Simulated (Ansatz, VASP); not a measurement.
# CaO: VASP beside Ansatz, part 2 of 2

One calculation is typed for both programs; each brings its own data sets. How far apart do they land? The cell is taken from a series of VASP runs on this material, whose earlier steps may have relaxed, scaled or displaced it; both programs get it as it stands. Other levels of theory on this material are compared in a session of their own. Valence electrons are named where the data sets of a main pair hold unlike numbers.

VASP 6.6.1 and Ansatz 0.2.0.

So far. Step 3 (VASP: band structure, PBE): The run ends at a pressure of 0.90 GPa.

### Step 5. VASP: band structure, r2SCAN

Level of this step: r2SCAN; plane waves and PAW (Ca_sv, O) (VASP).

Levels along a path test the potential and the projectors away from the mesh points.

The input, INCAR:

```
SYSTEM = CaO
PREC = Accurate
ENCUT = 460
EDIFF = 1E-06
NELM = 100
ISMEAR = 0
SIGMA = 0.03
LREAL = .FALSE.
ALGO = Normal
METAGGA = R2SCAN
LASPH = .TRUE.
NBANDS = 20
LORBIT = 11
LWAVE = .FALSE.
LCHARG = .FALSE.
KPAR = 4
```

The input, POSCAR:

```
CaO
1.0
    0.0000000000      2.4087000000      2.4087000000
    2.4087000000      0.0000000000      2.4087000000
    2.4087000000      2.4087000000      0.0000000000
Ca O
1 1
Direct
    0.0000000000      0.0000000000      0.0000000000
    0.5000000000      0.5000000000      0.5000000000
```

The input, KPOINTS:

```
Automatic mesh
0
Gamma
8 8 8
0 0 0
```

The input, KPOINTS_OPT:

```
Line mode
10
Line-mode
Reciprocal
  0.00000000   0.00000000   0.00000000 GAMMA
  0.50000000   0.00000000   0.50000000 X

  0.50000000   0.00000000   0.50000000 X
  0.50000000   0.25000000   0.75000000 W

  0.50000000   0.25000000   0.75000000 W
  0.37500000   0.37500000   0.75000000 K

  0.37500000   0.37500000   0.75000000 K
  0.00000000   0.00000000   0.00000000 GAMMA

  0.00000000   0.00000000   0.00000000 GAMMA
  0.50000000   0.50000000   0.50000000 L

  0.50000000   0.50000000   0.50000000 L
  0.62500000   0.25000000   0.62500000 U

  0.62500000   0.25000000   0.62500000 U
  0.50000000   0.25000000   0.75000000 W

  0.50000000   0.25000000   0.75000000 W
  0.50000000   0.50000000   0.50000000 L

  0.50000000   0.50000000   0.50000000 L
  0.37500000   0.37500000   0.75000000 K

  0.62500000   0.25000000   0.62500000 U
  0.50000000   0.00000000   0.50000000 X
```

PAW data sets: Ca_sv and O (PBE family, release 64).

Command:

```
> mpirun -np 4 vasp_std
```

Numbers of over 12 decimals in the logs are rounded to 6 here.

What it wrote:

```text
[banner, memory and clock lines left out]
running    4 mpi-ranks, on    1 nodes
[...]
|                                                                             |
|               ----> ADVICE to this user running VASP <----                  |
|                                                                             |
|     You enforced a specific xc type in the INCAR file but a different       |
|     [... a line on the potential file left out ...]
|     I HOPE YOU KNOW WHAT YOU ARE DOING!                                     |
|                                                                             |

 LDA part: xc-table for (None), standard interpolation
 POSCAR, INCAR and KPOINTS ok, starting setup
[...]
entering main loop
       N       E                     dE             d eps       ncg     rms          rms(c)
DAV:   1     0.110194058717E+03    0.11019E+03   -0.73446E+03  1160   0.762E+02
DAV:   2    -0.205472201584E+02   -0.13074E+03   -0.12108E+03  1272   0.234E+02
[...]
DAV:  12    -0.194574123449E+02    0.23888E-04   -0.32734E-05  1556   0.495E-02    0.623E-03
DAV:  13    -0.194574128060E+02   -0.46105E-06   -0.51345E-06  1484   0.160E-02
   1 F= -.19457413E+02 E0= -.19457413E+02  d E =-.448446E-16
 Start KPOINTS_OPT (optional k-point list driver)
k-point batch [1-29\100]
       N       E                     dE             ncg
DAV:   1    -0.183425972507E+04   -0.17719E+05     1160
DAV:   2    -0.565514701467E+04   -0.38209E+04     1288
DAV:   3    -0.577640968852E+04   -0.12126E+03     1504
DAV:   4    -0.577875189097E+04   -0.23422E+01     1396
DAV:   5    -0.577879166296E+04   -0.39772E-01     1460
DAV:   6    -0.577879265771E+04   -0.99475E-03     1356
DAV:   7    -0.577879268269E+04   -0.24976E-04     1436
DAV:   8    -0.577879268329E+04   -0.60625E-06      904
[...]
k-point batch [88-100\100]
       N       E                     dE             ncg
DAV:   1     0.838978419056E+04   -0.91454E+04      528
DAV:   2     0.674733848042E+04   -0.16424E+04      572
DAV:   3     0.669107052682E+04   -0.56268E+02      712
DAV:   4     0.669017161877E+04   -0.89891E+00      600
DAV:   5     0.669015402358E+04   -0.17595E-01      676
DAV:   6     0.669015352998E+04   -0.49360E-03      608
DAV:   7     0.669015351712E+04   -0.12863E-04      656
DAV:   8     0.669015351682E+04   -0.30165E-06      404
```

Parts of OUTCAR (step 5):

```text
  Total       -0.1981874     -0.1981874     -0.1981874     -0.0000000      0.0000000      0.0000000
  in kB      -11.3607872    -11.3607872    -11.3607872     -0.0000000      0.0000000      0.0000000
  external PRESSURE =     -11.3607872 kB  Pullay stress =       0.0000000 kB

 POSITION                                       TOTAL-FORCE (eV/Angst)
 -----------------------------------------------------------------------------------
      0.00000      0.00000      0.00000         0.000000     -0.000000     -0.000000
      2.40870      2.40870      2.40870        -0.000000      0.000000      0.000000
 -----------------------------------------------------------------------------------
    total drift:                                0.000000     -0.000000     -0.000000

  FREE ENERGIE OF THE ION-ELECTRON SYSTEM (eV)
  ---------------------------------------------------
  free  energy   TOTEN  =       -19.4574128060 eV

  energy  without entropy=      -19.4574128060  energy(sigma->0) =      -19.45741281

[... 2 parts as in an earlier step ...]

[... 1 further part left out ...]
[key lines of the parts left out:]
E-fermi :   2.1368
```

The run ends at a pressure of -1.14 GPa.

### Step 6. Ansatz: band structure, r2SCAN

The same cell, functional, mesh and smearing now go to Ansatz, which takes its cutoff from its data sets.

The cell is taken from a series of VASP runs on this material, whose earlier steps may have relaxed, scaled or displaced it; both programs get it as it stands.

The input, input.yaml:

```yaml
crystal:
  lattice:
    - [0.0, 2.4087, 2.4087]
    - [2.4087, 0.0, 2.4087]
    - [2.4087, 2.4087, 0.0]
  atoms:
    - { symbol: Ca, position: [0.0, 0.0, 0.0] }
    - { symbol: O, position: [0.5, 0.5, 0.5] }
hamiltonian:
  xc: r2scan
  pseudopotentials: { kind: paw }
kpoints:
  mp_grid: { grid: [8, 8, 8] }
  band_path:
    path:
      - [0.0, 0.0, 0.0]
      - [0.16667, 0.0, 0.16667]
      - [0.33333, 0.0, 0.33333]
      - [0.5, 0.0, 0.5]
      - [0.5, 0.08333, 0.58333]
      - [0.5, 0.19444, 0.69444]
      - [0.5, 0.25, 0.75]
      - [0.45833, 0.29167, 0.75]
      - [0.40278, 0.34722, 0.75]
      - [0.375, 0.375, 0.75]
      - [0.20833, 0.20833, 0.41667]
      - [0.08333, 0.08333, 0.16667]
      - [0.0, 0.0, 0.0]
      - [0.22222, 0.22222, 0.22222]
      - [0.38889, 0.38889, 0.38889]
      - [0.51389, 0.47222, 0.51389]
      - [0.55556, 0.38889, 0.55556]
      - [0.61111, 0.27778, 0.61111]
      - [0.61111, 0.25, 0.63889]
      - [0.56944, 0.25, 0.68056]
      - [0.51389, 0.25, 0.73611]
      - [0.5, 0.27778, 0.72222]
      - [0.5, 0.38889, 0.61111]
      - [0.5, 0.47222, 0.52778]
      - [0.48611, 0.48611, 0.52778]
      - [0.43056, 0.43056, 0.63889]
      - [0.38889, 0.38889, 0.72222]
      - [0.59722, 0.19444, 0.59722]
      - [0.55556, 0.11111, 0.55556]
      - [0.5, 0.0, 0.5]
    npoints: 1
scf:
  occupations: { method: gaussian, width: 0.03 }
  n_extra_bands: 7
output:
  forces: true
  stress: true
  eigenvalues: true
```

Command:

```
> ansatz run input.yaml --threads 2 --pin off --max-ram 4608MiB --backend cpu --events-out ev --progress --plain --runs-dir out
```

What it wrote:

```text
[...]
Crystal: 2 atoms, lattice volume = 27.950 Å³
Basis set: ecut = 500 eV, 725 PW (Γ), exchange–correlation on 100×100×100 points (64 copies of the dense FFT grid, shifted against one another)
Bands: 15, of which v1, the nominal top of the filled ones, is band 8 counted from 1 (7 counted from 0)
Symmetry: 48 space group operations
[...]
k-points: 29 of 512
[...]
k-point 0: bands = [... 4 lower, -9.1782, 7.2767, 7.2767, 7.2767, 12.6533, 14.1111, 14.1111, 14.1111, ... 3 higher]
  k-point 1: bands = [... 4 lower, -8.9405, 6.7663, 7.0743, 7.0743, 13.3316, 14.0655, 14.3779, 14.3779, ... 3 higher]
  k-point 2: bands = [... 4 lower, -8.4740, 5.7875, 6.6360, 6.6360, 14.1326, 14.8044, 15.0793, 15.0793, ... 3 higher]
  k-point 28: bands = [... 4 lower, -8.5401, 6.0127, 6.2295, 6.2295, 14.1831, 14.1831, 16.3464, 17.4517, ... 3 higher]
[key lines of the parts left out:]
SCF converged after 6 iterations
Free energy (F): -2394.092321 eV
Fermi energy:    9.377627 eV
P = ⅓ Tr σ = -1.5968 GPa (-15.968 kbar)
```

The job ended after 3.2 s (2 threads of Arm Neoverse N1, shared host; peak memory 0.32 GiB; 5.5 s of CPU time).

### Step 7. Differences

What differs besides the data sets and the points named for the pairs above, as far as they apply: VASP keeps PBE cores, Ansatz makes them for the functional; the cutoff is 500 eV in Ansatz and 460 eV in VASP; in our runs with r2SCAN, forces from VASP's data set Ca_sv part from Ansatz's all-electron ones, so neither program is the reference here. Total energies have different zeros and are not compared.

Both answers:

```
                                        quantity  Ansatz   VASP  difference
                                  pressure (GPa)   -1.60  -1.14       -0.46
pressure without Ansatz's Pulay correction (GPa)   -1.65  -1.14       -0.51
                   gap over the path points (eV)   4.202  4.190      +0.012
```

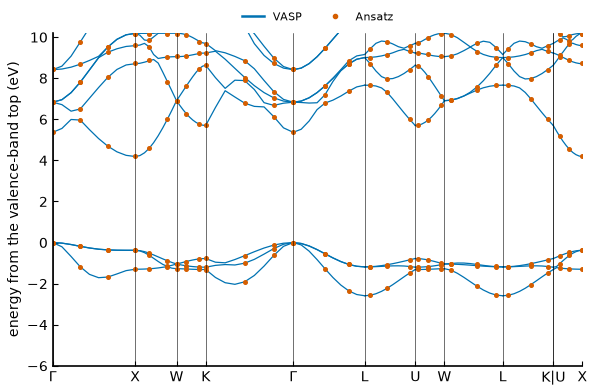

Bands from VASP (lines) and levels from Ansatz (dots). Dots without a line are higher empty bands that the VASP plot leaves out.

Levels at points of the path, from each program's valence-band top (eV; 3 filled, then empty):

```
k (reciprocal lattice)                            Ansatz                              VASP
     0.000 0.000 0.000     0.00 0.00 0.00 5.38 6.83 6.83     0.00 0.00 0.00 5.37 6.83 6.83
     0.167 0.000 0.167  -1.17 -0.18 -0.18 5.97 6.51 7.80  -1.18 -0.18 -0.18 5.97 6.50 7.81
     0.333 0.000 0.333  -1.68 -0.36 -0.36 4.71 8.05 9.29  -1.68 -0.36 -0.36 4.70 8.04 9.27
     0.500 0.000 0.500  -1.31 -0.38 -0.38 4.20 8.73 9.61  -1.30 -0.38 -0.38 4.19 8.71 9.59
     0.500 0.083 0.583  -1.28 -0.61 -0.52 4.59 8.87 9.53  -1.28 -0.61 -0.51 4.58 8.85 9.54
     0.500 0.194 0.694  -1.17 -1.16 -0.89 6.01 7.84 9.05  -1.17 -1.16 -0.89 6.00 7.84 9.03
     0.500 0.250 0.750  -1.26 -1.05 -1.05 6.91 6.91 9.07  -1.27 -1.04 -1.04 6.91 6.91 9.05
     0.458 0.292 0.750  -1.28 -1.13 -0.92 6.28 7.61 9.10  -1.29 -1.13 -0.92 6.28 7.62 9.09
     0.403 0.347 0.750  -1.31 -1.20 -0.79 5.77 8.45 9.22  -1.31 -1.19 -0.80 5.77 8.46 9.20
     0.375 0.375 0.750  -1.31 -1.20 -0.77 5.71 8.62 9.24  -1.31 -1.20 -0.78 5.70 8.63 9.23
```

Among the levels compared at these points, filled levels agree within 10 meV and empty ones within 22 meV. Ansatz's pressure holds a Pulay correction of 0.05 GPa; VASP's holds none.

### Step 8. Outcome

- largest difference of a filled level at the path points (band structure, PBE): 13 meV
- largest difference of a filled level at the path points (band structure, r2SCAN): 10 meV

**Reading.** The largest difference of a filled level at the path points is 13 meV (band structure, PBE), within the 80 meV picked in this series as the mark of a large difference. 8 further runs of this series are not shown here. Such differences can come from data sets, numerical settings and the points named under the comparisons, not from the functional's error against experiment.

[Lines on the potential files, build, host, timing and source positions are cut from VASP's logs without a mark.]

[Logs are printed without paths, hosts, clocks, repeated set-up lines and the standing remarks that a program may print on its own settings, such as how far it seeks lower states.]

[Hosts, paths, dates, database ids (printed as entryN), source tags and the programs' standing remarks are cut or masked in the printed files.]
